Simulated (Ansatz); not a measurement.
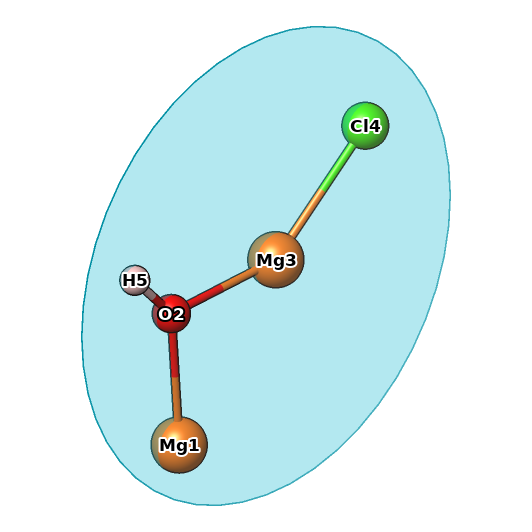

A disc through the centre of mass is drawn in. Distant atoms are faded towards the background colour. The geometry was computed by an optimisation with PBE0-D4/def2-TZVP. No frequency run is at hand to confirm it as a minimum.

Is the plane of the disc a mirror plane of the structure?

Answer. Yes. The reflection leaves Mg1, O2, Mg3, Cl4, H5 in place. The point group is Cs.
